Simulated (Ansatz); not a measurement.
Single-point calculation of Si$_{2}$H$_{8}$O

The run: single-point calculation of Si$_{2}$H$_{8}$O. Method and program: RKS SPW92 (LDA)/def2-SVP (Ansatz 0.2.0).

The geometry is a complex of two molecules. The geometry comes from this level: PBE0-D4/def2-TZVP.

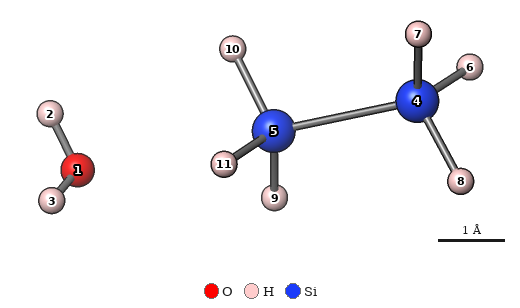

*The structure as given in the input (ball-and-stick view, seen at a tilt; atoms are numbered from 1 in the order of the input).*

### Key numbers

- outcome: converged
- total energy: −17844.9731 eV
- SCF solution under orbital rotations: stable
- hardware: 4 threads of Arm Neoverse V2, 23 GiB of memory available, shared host
- peak memory: 0.52 GiB

### Input file
```yaml
crystal:
  periodic: [false, false, false]
  atoms:
    - {symbol: O, position_ang: [-0.821611, 0.062404, -3.030342]}
    - {symbol: H, position_ang: [-1.132173, -0.832063, -3.189328]}
    - {symbol: H, position_ang: [0.014668, 0.125160, -3.497861]}
    - {symbol: Si, position_ang: [0.520979, 0.080551, 2.335390]}
    - {symbol: Si, position_ang: [-0.048943, 0.086927, 0.063557]}
    - {symbol: H, position_ang: [-0.693267, 0.219316, 3.185888]}
    - {symbol: H, position_ang: [1.202451, -1.190955, 2.705215]}
    - {symbol: H, position_ang: [1.440965, 1.207602, 2.652718]}
    - {symbol: H, position_ang: [-0.725385, 1.362595, -0.276838]}
    - {symbol: H, position_ang: [-0.952274, -1.061710, -0.209211]}
    - {symbol: H, position_ang: [1.194491, -0.059828, -0.739088]}
basis:
  gaussian: {orbitals: def2-SVP}
hamiltonian: {xc: lda}
```

Command:
```bash
ansatz run in.yaml --threads 4 --pin off --events-out ev --progress --plain --max-ram 9574MiB
```

### What the program printed
```
Functional definition: SPW92
  name "SPW92"
  cite "Dirac, Proc. Camb. Phil. Soc. 26, 376 (1930) doi:10.1017/S0305004100016108"
  cite "Slater, Phys. Rev. 81, 385 (1951) doi:10.1103/PhysRev.81.385"
  cite "Perdew & Wang, Phys. Rev. B 45, 13244 (1992) doi:10.1103/PhysRevB.45.13244"
  exchange = slater_x
  correlation = pw_c
999 factors; their error is unknown
mean field evaluation 1: about -17839.4718 eV, gradient 5.4e1 eV
mean field evaluation 2: about -17825.6051 eV, gradient 1.0e2 eV
mean field evaluation 4: about -17845.0233 eV, gradient 2.5e0 eV
mean field evaluation 8: about -17845.0449 eV, gradient 2.3e-2 eV
mean field evaluation 16: about -17844.9730 eV, gradient 2.2e-5 eV
mean field -17844.97303000 eV, -655.7906630952 hartree, gradient 2.2e-5 eV, S^2 0.000000; 0 other end points of the search recorded, 0 dependent functions left out
reference -17844.97306688 eV, -655.7906644507 hartree; 22, 22 occupied and 68, 68 virtual orbitals, 999 factors
Total energy: -17844.97306688 eV, -655.7906644507 hartree
```
